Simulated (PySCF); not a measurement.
# Run report: C4H3F2N2Si, EPR calculation

The run: EPR calculation of C4H3F2N2Si, multiplicity 2, SMILES N#C[SiH]CC(F)(F)C#N. Method and program: UKS B3LYP, pcH-1 on C F H N Si, non-relativistic, mean-field spin-orbit, GIAO (PySCF 2.14.0).

It belongs to a series of runs on one base structure; here: H removed from Si.

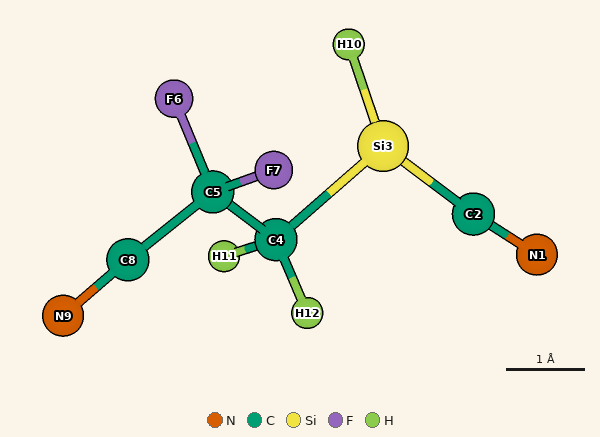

Fig. 1: The structure as given in the input (ball-and-stick view, seen at a tilt; atoms are numbered from 1 in the order of the input).

The input:
```
{"job": {"kind": "epr", "basis": "pcH-1"}, "charge": 0, "multiplicity": 2}
N     -3.915303     0.229766    -1.170205
C     -2.973774     0.223227    -0.506192
Si    -1.503787     0.399806     0.574461
C      0.045892    -0.195456    -0.384168
C      1.296787     0.192062     0.379536
F      1.252535    -0.318828     1.646972
F      1.357111     1.545442     0.546970
C      2.506667    -0.280382    -0.299902
N      3.410301    -0.677327    -0.871489
H     -1.618592    -0.081122     1.938720
H      0.044604    -1.282062    -0.499303
H      0.098756     0.244188    -1.381427
```

The first line tells a small driver script what to run in PySCF; the rest is the geometry in Å.

Machine: 1 CPU thread, shared host.

Run as:
```bash
OMP_NUM_THREADS=1 python <driver script> task.json out
```

The program's output:
```
UKS, coarse grid
  cycle   1  E = -752.66701618  |g| = 6.99e-01
  cycle   2  E = -752.02855582  |g| = 1.44e+00
  cycle   3  E = -752.83568624  |g| = 2.55e-01
  cycle   4  E = -752.85940324  |g| = 7.98e-02
  cycle   5  E = -752.86173842  |g| = 2.76e-02
  cycle   6  E = -752.86200779  |g| = 1.10e-02
  cycle   7  E = -752.86205582  |g| = 4.41e-03
  cycle   8  E = -752.86206517  |g| = 1.23e-03
  cycle   9  E = -752.86206621  |g| = 4.95e-04
UKS, final grid
  cycle   1  E = -752.86203349  |g| = 4.76e-04
  cycle   2  E = -752.86203351  |g| = 6.86e-04
  cycle   3  E = -752.86203371  |g| = 2.44e-04
  cycle   4  E = -752.86203375  |g| = 1.22e-04
  cycle   5  E = -752.86203379  |g| = 6.58e-05
  cycle   6  E = -752.86203380  |g| = 1.52e-05
E = -752.86203380 Eh   <S^2> = 0.7539 (exact 0.7500)
g shifts (ppm)      1          2          3
  rmc          -152       -152       -152
  gc             10         51         42
  oz_so         -80        833       1812
  total        -221        733       1702
hyperfine (MHz)  atom isotope    a_iso     a_fc   dipolar eigenvalues
    0   14N       3.49       3.53     -6.94     -5.65     12.59
    1   13C       6.56       6.55     -9.10     -0.82      9.92
    2  29Si    -498.79    -500.04   -178.22     88.51     89.72
    3   13C       7.09       7.06     -3.10     -2.91      6.01
    4   13C       3.59       3.59     -0.66     -0.60      1.26
    5   19F      -0.56      -0.57     -2.83     -0.74      3.57
    6   19F      17.59      17.61    -12.14    -10.13     22.27
    7   13C      -0.29      -0.29     -0.24     -0.17      0.41
    8   14N      -0.02      -0.02     -0.11      0.02      0.10
    9    1H      38.55      38.55     -9.92      1.47      8.45
   10    1H      49.93      49.93     -3.84      0.35      3.49
   11    1H       4.02       4.02     -3.73     -2.36      6.08
```

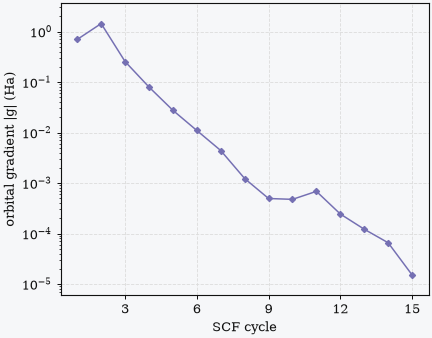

Fig. 2: Convergence of the self-consistent field: orbital gradient |g| against the SCF cycle. All cycles printed in the log are drawn one after another.

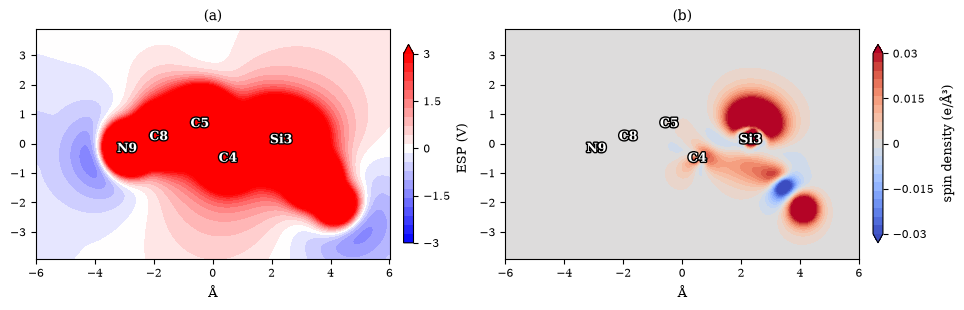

Fig. 3: (a) electrostatic potential; (b) spin density (α minus β) on the plane of atoms Si3, C4 and C5. Atoms in the plane: Si, C and N. The unpaired spin (1 electron) lies mostly on Si3 (about 0.7) and N1 (about 0.1), in electrons by Hirshfeld's partition.

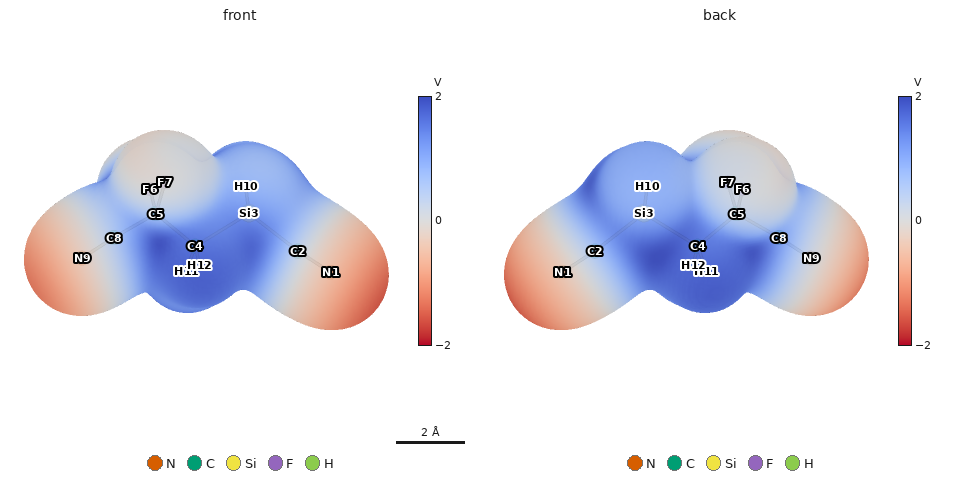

Fig. 4: The electrostatic potential painted on the density surface at 0.002 e/bohr³, seen at a tilt and from behind; the colour scale runs from red (negative) to blue (positive). A positive charge is drawn to the negative regions and a negative charge to the positive ones.

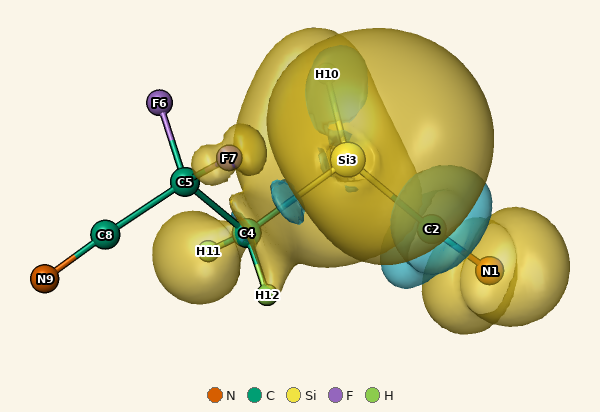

Fig. 5: Isosurfaces of the spin density (α minus β) at +0.004 (yellow) and −0.004 e/Å³ (cyan), seen at a tilt. The unpaired spin (1 electron) lies mostly on Si3 (about 0.7) and N1 (about 0.1), in electrons by Hirshfeld's partition.

Key numbers:

```tsv
quantity	value
outcome	converged
total energy	−752.862034 hartree
⟨S²⟩	0.754
isotropic g	2.0031
wall time	96 s
peak memory	0.96 GiB
```
